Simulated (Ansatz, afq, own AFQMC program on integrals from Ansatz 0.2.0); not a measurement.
# AlNH (doublet): AFQMC on the coupled-cluster ladder, cc-pVTZ, part 2 of 2

Ansatz 0.2.0, Gaussian basis, and an in-house AFQMC program (afq) on its integrals; all values are calculated; cc-pVTZ, frozen cores.

## 12. Phaseless AFQMC, CISD trial on UHF

It reads the integrals that the CCSD(T) run on this determinant wrote.

Command:

```console
afq ham --method phaseless --trial cisd --walkers 1400 --populations 20 --least-time 60 --time-step 0.005 --steps-per-block 50 --equilibration-blocks 28 --max-blocks 4000 --target-error 0.00018 --factor-cut 1e-05 --start spin_pure --seed 505 --release-times 0.24,0.51,0.99,1.62,2.4 --release-step 0.03 --release-every 3 --taylor-order 6
```

What it wrote:

```text
orbitals 72  electrons 5 4  factors 464 of 476
reference energy -296.93046742 Eh
CCSD correlation -0.25589232 Eh in 17 cycles, weight of the determinant in the CISD state 0.7949
energy of the start -297.174017 Eh
 block  time / (1/Eh)  mean weight  energy / Eh
     1     0.250  1.0003  -297.180553
     2     0.500  1.0001  -297.185603
     3     0.750  1.0005  -297.189973
     4     1.000  0.9995  -297.191659
     5     1.250  0.9993  -297.192687
     6     1.500  1.0002  -297.193341
     7     1.750  0.9995  -297.195987
     8     2.000  1.0005  -297.196748
     9     2.250  0.9991  -297.195730
    10     2.500  1.0001  -297.194545
    11     2.750  1.0005  -297.195632
    16     4.000  0.9998  -297.197116
    21     5.250  0.9999  -297.198501
    26     6.500  0.9995  -297.198190
    31     7.750  1.0005  -297.196974
    36     9.000  0.9994  -297.200488
    41    10.250  1.0001  -297.201135
    46    11.500  0.9993  -297.198052
    51    12.750  1.0006  -297.199562
    56    14.000  1.0007  -297.199292
    61    15.250  0.9994  -297.200191
    66    16.500  0.9997  -297.199012
    71    17.750  1.0001  -297.200883
    76    19.000  1.0001  -297.200366
    81    20.250  0.9994  -297.198060
    86    21.500  1.0000  -297.199116
    91    22.750  1.0001  -297.199004
    96    24.000  1.0000  -297.199834
   101    25.250  0.9996  -297.202836
   106    26.500  0.9999  -297.199163
   111    27.750  1.0003  -297.199233
   116    29.000  0.9998  -297.198875
   121    30.250  1.0006  -297.199437
   126    31.500  0.9995  -297.199575
   131    32.750  1.0005  -297.199466
   136    34.000  0.9999  -297.198500
   141    35.250  1.0011  -297.197156
   146    36.500  1.0002  -297.201082
   151    37.750  1.0001  -297.200004
   156    39.000  1.0001  -297.199169
   161    40.250  0.9997  -297.198816
   166    41.500  0.9996  -297.199798
   171    42.750  0.9995  -297.200478
   176    44.000  0.9995  -297.200482
   181    45.250  1.0000  -297.197297
   186    46.500  0.9998  -297.199261
   191    47.750  1.0001  -297.201228
   196    49.000  1.0004  -297.200080
   201    50.250  0.9999  -297.199459
   206    51.500  1.0009  -297.200245
   211    52.750  0.9996  -297.198577
   216    54.000  1.0000  -297.201179
error from the spread of 20 populations
released: time / (1/Eh)  energy / Eh  error  mean overlap
  0.24  -297.199600  0.000202  1.0019
  0.51  -297.200113  0.000224  0.9993
  0.99  -297.200538  0.000232  0.9905
  1.62  -297.200361  0.000257  0.9858
  2.40  -297.200928  0.000327  0.9745
energy -297.199420 +/- 0.000257 Eh
```

It took 4 min on 1 × NVIDIA H100 80GB HBM3 with 2 threads of AMD EPYC 7R13 (Zen 3), shared host; peak host memory 1.6 GiB.

Energy -8087.2082 ± 0.0070 eV. Caveats: constraint bias not in the error.

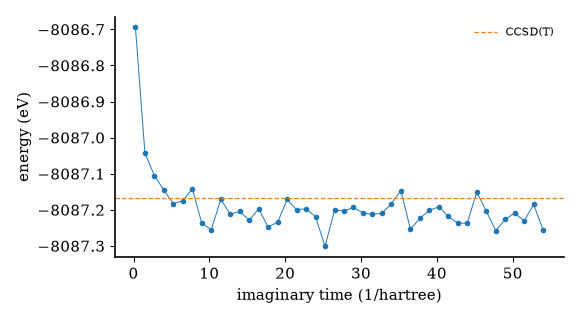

Block energies along the walk.

## 13. Phaseless AFQMC, single-determinant trial on UHF

It reads the integrals that the CCSD(T) run on this determinant wrote.

Command:

```console
afq ham --method phaseless --trial hf --walkers 1400 --populations 20 --least-time 40 --time-step 0.005 --steps-per-block 20 --equilibration-blocks 112 --max-blocks 4000 --target-error 0.0009000000000000001 --factor-cut 1e-05 --start spin_pure --seed 2179 --taylor-order 6
```

What it wrote:

```text
orbitals 72  electrons 5 4  factors 464 of 476
reference energy -296.93046742 Eh
CCSD correlation -0.25589232 Eh in 17 cycles, weight of the determinant in the CISD state 0.7949
energy of the start -296.933906 Eh
 block  time / (1/Eh)  mean weight  energy / Eh
     1     0.100  1.0016  -297.006628
     2     0.200  1.0016  -297.051480
     3     0.300  1.0022  -297.080740
     4     0.400  1.0012  -297.103001
     5     0.500  1.0011  -297.119045
     6     0.600  1.0012  -297.130726
     7     0.700  1.0008  -297.138845
     8     0.800  1.0005  -297.151136
     9     0.900  1.0003  -297.154948
    10     1.000  0.9999  -297.168639
    17     1.700  0.9998  -297.178504
    25     2.500  1.0009  -297.193546
    33     3.300  1.0005  -297.196495
    41     4.100  1.0000  -297.191523
    49     4.900  0.9996  -297.197335
    57     5.700  0.9992  -297.188861
    65     6.500  0.9997  -297.190288
    73     7.300  0.9994  -297.190789
    81     8.100  1.0002  -297.192237
    89     8.900  0.9994  -297.195094
    97     9.700  0.9998  -297.196632
   105    10.500  0.9994  -297.205548
   113    11.300  0.9993  -297.191326
   121    12.100  0.9999  -297.183451
   129    12.900  0.9992  -297.186757
   137    13.700  1.0004  -297.184961
   145    14.500  0.9992  -297.191453
   153    15.300  0.9995  -297.190996
   161    16.100  1.0001  -297.188360
   169    16.900  0.9991  -297.195959
   177    17.700  0.9989  -297.189896
   185    18.500  0.9999  -297.200967
   193    19.300  1.0001  -297.203972
   201    20.100  1.0006  -297.195976
   209    20.900  1.0016  -297.195453
   217    21.700  1.0003  -297.204333
   225    22.500  0.9998  -297.193232
   233    23.300  0.9997  -297.189364
   241    24.100  1.0001  -297.198037
   249    24.900  0.9986  -297.200595
   257    25.700  1.0010  -297.200722
   265    26.500  1.0003  -297.189629
   273    27.300  1.0003  -297.192000
   281    28.100  1.0003  -297.197612
   289    28.900  1.0003  -297.193264
   297    29.700  0.9990  -297.197871
   305    30.500  1.0003  -297.193685
   313    31.300  0.9999  -297.197220
   321    32.100  0.9999  -297.191477
   329    32.900  1.0004  -297.203535
   337    33.700  0.9996  -297.192828
error from the spread of 20 populations
energy -297.195141 +/- 0.000868 Eh
```

Wall time 79 s (1 × NVIDIA H100 80GB HBM3 with 2 threads of AMD EPYC 7R13 (Zen 3), shared host); peak host memory 1.6 GiB.

Energy -8087.0918 ± 0.0236 eV. Caveats: constraint bias not in the error.

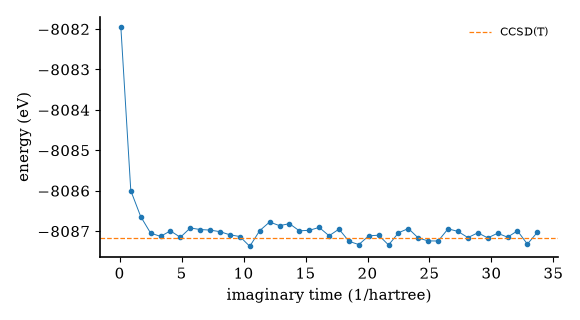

Block energies along the walk.

## 14. Free-projection AFQMC, CISD trial on UHF

It reads the integrals that the CCSD(T) run on this determinant wrote.

Command:

```console
afq ham --method free --trial cisd --walkers 1400 --time-step 0.03 --max-blocks 4000 --target-error 0.00036 --factor-cut 1e-05 --seed 8012 --times 0,0.3,0.6,1.2,1.8,2.4,3.6,4.8,6 --taylor-order 8
```

What it wrote:

```text
orbitals 72  electrons 5 4  factors 464 of 476
reference energy -296.93046742 Eh
CCSD correlation -0.25589232 Eh in 17 cycles, weight of the determinant in the CISD state 0.7949
repeat  energy at the last time / Eh  error
    10  -297.200388  0.001366
    20  -297.201473  0.001213
    30  -297.199831  0.001152
time / (1/Eh)  energy / Eh  error  mean overlap
  0.00  -297.186288  0.000101  1.2580
  0.30  -297.194435  0.000136  1.2560
  0.60  -297.196885  0.000154  1.2542
  1.20  -297.198816  0.000194  1.2530
  1.80  -297.199100  0.000207  1.2545
  2.40  -297.199929  0.000312  1.2530
  3.60  -297.200408  0.000338  1.2569
  4.80  -297.200811  0.000687  1.2583
  6.00  -297.200569  0.001025  1.2817
energy -297.200569 +/- 0.001025 Eh
```

Run time: 2.1 min. Hardware: 1 × NVIDIA H100 80GB HBM3 with 2 threads of AMD EPYC 7R13 (Zen 3), shared host; peak host memory 1.6 GiB.

Energy -8087.2395 ± 0.0279 eV. Caveats: remainder of the start not in the error; start is not spin pure; error above the target.

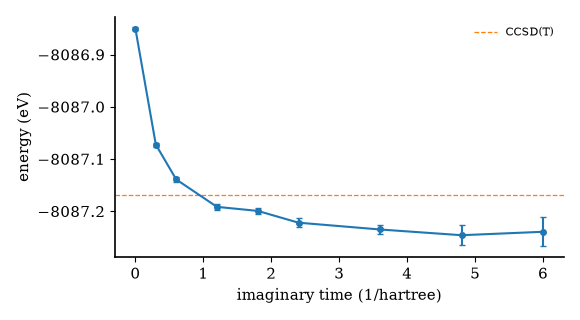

Energy against projection time, with error bars.

## 15. CCSD(T) on ROHF

The input, in.yaml:

```yaml
crystal:
  periodic: [false, false, false]
  atoms:
    - {symbol: Al, position_ang: [0.000000, 0.032676, 0.636525]}
    - {symbol: N, position_ang: [0.000000, -0.106661, -1.095305]}
    - {symbol: H, position_ang: [0.000000, 0.607486, -1.818390]}
basis:
  gaussian: {orbitals: cc-pVTZ}
magnetization: {spin_polarized: false, initial_magnetization: 1}
correlation: {method: ccsd_t, electrons: outside_noble_gas, hamiltonian_folder: ham}
```

Command:

```console
ansatz run in.yaml --threads 1 --pin off --events-out ev --progress --plain --max-ram 16896MiB --backend cuda --devices 0, --max-vram 18GiB
```

What it wrote (excerpt; [...] marks lines left out):

```text
Functional definition: HF
  name "HF"
  cite "Fock, Z. Phys. 61, 126 (1930) doi:10.1007/BF01340294"
  parent pbe
[...]
476 factors; integrals over basis functions are off by at most 1.1e-3 eV
[...]
mean field -8079.79293751 eV, -296.9269137732 hartree, gradient 6.3e-7 eV, S^2 0.750000; 12 other end points of the search recorded, 0 dependent functions left out
[...]
determinant -8079.79293751 eV, -296.9269137732 hartree, with singles and doubles -8086.79544801 eV, -297.1842512876 hartree
determinant -8079.63337191 eV, -296.9210498456 hartree, with singles and doubles -8086.87838409 eV, -297.1872991322 hartree
determinant -8074.63045703 eV, -296.7371961146 hartree, with singles and doubles -8083.01990720 eV, -297.0455027221 hartree
determinant -8079.79293751 eV, -296.9269137732 hartree, with singles and doubles -8086.70589108 eV, -297.1809601312 hartree
determinant -8079.63337191 eV, -296.9210498456 hartree, with singles and doubles -8086.85187245 eV, -297.1863248474 hartree
[...]
6 core orbitals not correlated: weight in the atoms' cores, before any rotation towards them, 1.000 or more for the frozen orbitals, at most 0.000 for the correlated occupied ones
reference -8079.63337191 eV, -296.9210498456 hartree; 5, 4 occupied and 67, 68 virtual orbitals, 476 factors
second order -6.30518068 eV of doubles, -0.09138446 eV of singles
cycle   1  -7.21850046 eV  change    7.5e-8 eV  update   2.3e-6
perturbative correction -0.31725536 eV, -0.0116589194 hartree
Total energy: -8087.16912773 eV, -297.1979837641 hartree
```

Run time: 33 s. Hardware: 1 × NVIDIA H100 80GB HBM3 with 1 thread of AMD EPYC 7R13 (Zen 3), shared host; peak host memory 1.6 GiB.

From the report: correlation -7.5358 eV; T1 0.094; largest double amplitude 0.08.

This run also writes the integrals to the folder ham.

## 16. CCSDT(Q) on ROHF

in.yaml, as its differences from that of step 15:

```diff
@@ -9,2 +9,2 @@
 magnetization: {spin_polarized: false, initial_magnetization: 1}
-correlation: {method: ccsd_t, electrons: outside_noble_gas, hamiltonian_folder: ham}
+correlation: {method: ccsdt_q, electrons: outside_noble_gas}
```

Launched as before.

What it wrote (excerpt; [...] marks lines left out):

```text
Functional definition: HF
  name "HF"
  cite "Fock, Z. Phys. 61, 126 (1930) doi:10.1007/BF01340294"
  parent pbe
[...]
939 factors; integrals over basis functions are off by at most 1.8e-7 eV
[...]
mean field -8079.79296262 eV, -296.9269146959 hartree, gradient 6.4e-7 eV, S^2 0.750000; 12 other end points of the search recorded, 0 dependent functions left out
[...]
determinant -8079.79296262 eV, -296.9269146959 hartree, with singles and doubles -8086.79548465 eV, -297.1842526342 hartree
determinant -8079.63339818 eV, -296.9210508107 hartree, with singles and doubles -8086.87842590 eV, -297.1873006688 hartree
determinant -8074.63048632 eV, -296.7371971912 hartree, with singles and doubles -8083.01994939 eV, -297.0455042725 hartree
determinant -8079.79296262 eV, -296.9269146959 hartree, with singles and doubles -8086.70591127 eV, -297.1809608730 hartree
determinant -8079.63339818 eV, -296.9210508107 hartree, with singles and doubles -8086.85189331 eV, -297.1863256140 hartree
[...]
6 core orbitals not correlated: weight in the atoms' cores, before any rotation towards them, 1.000 or more for the frozen orbitals, at most 0.000 for the correlated occupied ones
reference -8079.63339818 eV, -296.9210508107 hartree; 5, 4 occupied and 67, 68 virtual orbitals, 939 factors
second order -6.30519960 eV of doubles, -0.09138452 eV of singles
cycle   1  -6.75855535 eV  change   -3.6e-1 eV  update   9.9e-2
[...]
cycle  26  -7.59873863 eV  change    2.7e-7 eV  update   5.0e-7
perturbative correction -0.03271859 eV, -0.0012023860 hartree
Total energy: -8087.26485540 eV, -297.2015016910 hartree
```

Run time: 31 s. Hardware: 1 × NVIDIA H100 80GB HBM3 with 1 thread of AMD EPYC 7R13 (Zen 3), shared host; peak host memory 1.6 GiB.

From the report: correlation -7.6315 eV; T1 0.114; largest double amplitude 0.11.

## 17. Phaseless AFQMC, CISD trial on ROHF

It reads the integrals that the CCSD(T) run on this determinant wrote.

Command:

```console
afq ham --method phaseless --trial cisd --walkers 1400 --populations 20 --least-time 60 --time-step 0.005 --steps-per-block 50 --equilibration-blocks 28 --max-blocks 4000 --target-error 0.00018 --factor-cut 1e-05 --start spin_pure --seed 505 --release-times 0.24,0.51,0.99,1.62,2.4 --release-step 0.03 --release-every 3 --taylor-order 6
```

What it wrote:

```text
orbitals 72  electrons 5 4  factors 464 of 476
reference energy -296.92104985 Eh
CCSD correlation -0.26527496 Eh in 17 cycles, weight of the determinant in the CISD state 0.7482
energy of the start -297.186327 Eh
 block  time / (1/Eh)  mean weight  energy / Eh
     1     0.250  1.0001  -297.184930
     2     0.500  1.0000  -297.187460
     3     0.750  1.0005  -297.190558
     4     1.000  0.9993  -297.191483
     5     1.250  0.9993  -297.192381
     6     1.500  1.0002  -297.193328
     7     1.750  0.9994  -297.195166
     8     2.000  1.0004  -297.195542
     9     2.250  0.9993  -297.194994
    10     2.500  1.0001  -297.194190
    11     2.750  1.0005  -297.195326
    16     4.000  0.9997  -297.197084
    21     5.250  0.9998  -297.196113
    26     6.500  0.9995  -297.196730
    31     7.750  1.0000  -297.195666
    36     9.000  0.9993  -297.198039
    41    10.250  1.0002  -297.200843
    46    11.500  0.9998  -297.200159
    51    12.750  1.0007  -297.199339
    56    14.000  1.0005  -297.199449
    61    15.250  0.9997  -297.198670
    66    16.500  1.0001  -297.195895
    71    17.750  1.0003  -297.197845
    76    19.000  1.0003  -297.200403
    81    20.250  1.0000  -297.196343
    86    21.500  1.0004  -297.202100
    91    22.750  1.0001  -297.200429
    96    24.000  0.9997  -297.200944
   101    25.250  0.9995  -297.201227
   106    26.500  0.9997  -297.196671
   111    27.750  1.0002  -297.198451
   116    29.000  1.0002  -297.198600
   121    30.250  1.0006  -297.196544
   126    31.500  0.9999  -297.196716
   131    32.750  1.0007  -297.196685
   136    34.000  0.9993  -297.198429
   141    35.250  1.0007  -297.195137
   146    36.500  0.9996  -297.206484
   151    37.750  1.0001  -297.200119
   156    39.000  0.9989  -297.197600
   161    40.250  0.9998  -297.197546
   166    41.500  0.9998  -297.198492
   171    42.750  1.0002  -297.199047
   176    44.000  1.0001  -297.199461
   181    45.250  0.9986  -297.198685
   186    46.500  0.9995  -297.198463
   191    47.750  1.0001  -297.203600
   196    49.000  1.0007  -297.198151
   201    50.250  1.0002  -297.198482
   206    51.500  1.0002  -297.200247
   211    52.750  0.9996  -297.199972
error from the spread of 20 populations
released: time / (1/Eh)  energy / Eh  error  mean overlap
  0.24  -297.199040  0.000278  1.0007
  0.51  -297.199689  0.000236  0.9980
  0.99  -297.200201  0.000185  0.9919
  1.62  -297.199771  0.000317  0.9899
  2.40  -297.200096  0.000306  0.9791
energy -297.198909 +/- 0.000265 Eh
```

Wall time 4 min (1 × NVIDIA H100 80GB HBM3 with 2 threads of AMD EPYC 7R13 (Zen 3), shared host); peak host memory 1.7 GiB.

Energy -8087.1943 ± 0.0072 eV. Caveats: constraint bias not in the error.

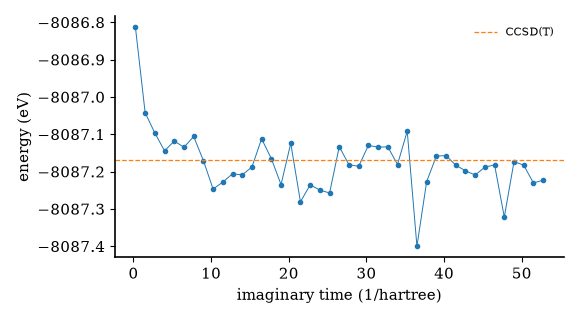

Block energies along the walk.

## 18. Phaseless AFQMC, single-determinant trial on ROHF

It reads the integrals that the CCSD(T) run on this determinant wrote.

Command:

```console
afq ham --method phaseless --trial hf --walkers 1400 --populations 20 --least-time 40 --time-step 0.005 --steps-per-block 20 --equilibration-blocks 112 --max-blocks 4000 --target-error 0.0009000000000000001 --factor-cut 1e-05 --start spin_pure --seed 2179 --taylor-order 6
```

What it wrote:

```text
orbitals 72  electrons 5 4  factors 464 of 476
reference energy -296.92104985 Eh
CCSD correlation -0.26527496 Eh in 17 cycles, weight of the determinant in the CISD state 0.7482
energy of the start -296.921051 Eh
 block  time / (1/Eh)  mean weight  energy / Eh
     1     0.100  1.0017  -296.994361
     2     0.200  1.0017  -297.040039
     3     0.300  1.0021  -297.068712
     4     0.400  1.0013  -297.091664
     5     0.500  1.0011  -297.107635
     6     0.600  1.0012  -297.119535
     7     0.700  1.0008  -297.130210
     8     0.800  1.0005  -297.142319
     9     0.900  1.0003  -297.144688
    10     1.000  1.0000  -297.157950
    12     1.200  1.0008  -297.161235
    23     2.300  0.9996  -297.174261
    34     3.400  1.0003  -297.188899
    45     4.500  0.9997  -297.189139
    56     5.600  0.9994  -297.186557
    67     6.700  1.0008  -297.194235
    78     7.800  1.0003  -297.192073
    89     8.900  0.9991  -297.196971
   100    10.000  1.0003  -297.192390
   111    11.100  0.9999  -297.197401
   122    12.200  0.9994  -297.183857
   133    13.300  1.0008  -297.189053
   144    14.400  0.9999  -297.191032
   155    15.500  1.0002  -297.187094
   166    16.600  1.0004  -297.189959
   177    17.700  0.9991  -297.189798
   188    18.800  0.9993  -297.192846
   199    19.900  0.9997  -297.193912
   210    21.000  1.0004  -297.197683
   221    22.100  0.9998  -297.188257
   232    23.200  0.9994  -297.194286
   243    24.300  1.0002  -297.204043
   254    25.400  0.9989  -297.202810
   265    26.500  1.0001  -297.195744
   276    27.600  0.9997  -297.189338
   287    28.700  1.0004  -297.201703
   298    29.800  0.9997  -297.191124
   309    30.900  1.0006  -297.192575
   320    32.000  0.9998  -297.207727
   331    33.100  1.0002  -297.210934
   342    34.200  0.9997  -297.196687
   353    35.300  1.0003  -297.203844
   364    36.400  1.0005  -297.196151
   375    37.500  0.9995  -297.191512
   386    38.600  1.0004  -297.199507
   397    39.700  1.0002  -297.203415
   408    40.800  1.0009  -297.200790
   419    41.900  1.0001  -297.197688
   430    43.000  0.9995  -297.187011
   441    44.100  1.0000  -297.186706
   452    45.200  0.9998  -297.191469
error from the spread of 20 populations
energy -297.195254 +/- 0.000856 Eh
```

It took 95 s on 1 × NVIDIA H100 80GB HBM3 with 2 threads of AMD EPYC 7R13 (Zen 3), shared host; peak host memory 1.7 GiB.

Energy -8087.0949 ± 0.0233 eV. Caveats: constraint bias not in the error.

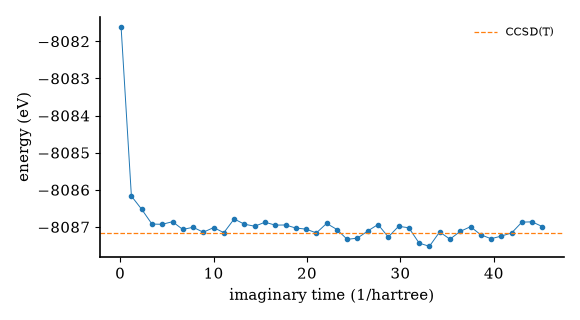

Block energies along the walk.

## 19. All levels side by side

On the UHF determinant, counted from CCSDT(Q) (a yardstick, not exact):

| level | energy (eV) | from CCSDT(Q) (kJ/mol) | statistical error (kJ/mol) | time |
| --- | --- | --- | --- | --- |
| HF | -8079.8896 | +712.0 |  |  |
| MP2 | -8085.9993 | +122.5 |  |  |
| CCSD | -8086.8528 | +40.2 |  |  |
| CCSD(T) | -8087.1683 | +9.7 |  |  |
| CCSDT(Q) | -8087.2692 | 0.0 |  |  |
| Phaseless AFQMC, CISD trial, step 0.005, 1400 walkers | -8087.2082 | +5.9 | 0.7 | 4 min |
| Phaseless AFQMC, single-determinant trial, step 0.005, 1400 walkers | -8087.0918 | +17.1 | 2.3 | 79 s |
| Free-projection AFQMC, CISD trial, step 0.03, 1400 walkers | -8087.2395 | +2.9 | 2.7 | 2.1 min |

On the ROHF determinant, counted from CCSDT(Q) (a yardstick, not exact):

| level | energy (eV) | from CCSDT(Q) (kJ/mol) | statistical error (kJ/mol) | time |
| --- | --- | --- | --- | --- |
| HF | -8079.6334 | +736.3 |  |  |
| MP2 | -8086.0299 | +119.2 |  |  |
| CCSD | -8086.8519 | +39.8 |  |  |
| CCSD(T) | -8087.1691 | +9.2 |  |  |
| CCSDT(Q) | -8087.2649 | 0.0 |  |  |
| Phaseless AFQMC, CISD trial, step 0.005, 1400 walkers | -8087.1943 | +6.8 | 0.7 | 4 min |
| Phaseless AFQMC, single-determinant trial, step 0.005, 1400 walkers | -8087.0949 | +16.4 | 2.2 | 95 s |

The functionals' totals stand on their own zeros and serve differences with other points: PBE -8096.580 eV; r2SCAN -8100.413 eV; PBE0 -8097.040 eV; B3LYP -8102.634 eV; wB97M-V -8100.991 eV; B2PLYP -8097.625 eV.

## 20. Results

What follows sums up all 2 parts.

```
                                                       quantity               value
                                   CCSD(T) on UHF from CCSDT(Q)         +9.7 kJ/mol
               Phaseless AFQMC, CISD trial on UHF from CCSDT(Q)   +5.9 ± 0.7 kJ/mol
 Phaseless AFQMC, single-determinant trial on UHF from CCSDT(Q)  +17.1 ± 2.3 kJ/mol
         Free-projection AFQMC, CISD trial on UHF from CCSDT(Q)   +2.9 ± 2.7 kJ/mol
                                  CCSD(T) on ROHF from CCSDT(Q)         +9.2 kJ/mol
              Phaseless AFQMC, CISD trial on ROHF from CCSDT(Q)   +6.8 ± 0.7 kJ/mol
Phaseless AFQMC, single-determinant trial on ROHF from CCSDT(Q)  +16.4 ± 2.2 kJ/mol
```

What this shows: On UHF the phaseless walk with the CISD trial lies +5.9 kJ/mol from CCSDT(Q), 9 times its error bar. A single-determinant trial moves the result by +11.2 kJ/mol. Free projection has no constraint; at the last time it gives +2.9 ± 2.7 kJ/mol, and from a start that isn't spin pure other spins can mix in. On ROHF the phaseless walk with the CISD trial lies +6.8 kJ/mol from CCSDT(Q), 10 times its error bar. A single-determinant trial moves the result by +9.6 kJ/mol. Error bars are statistical and leave out the constraint, the time step and what remains of the start.
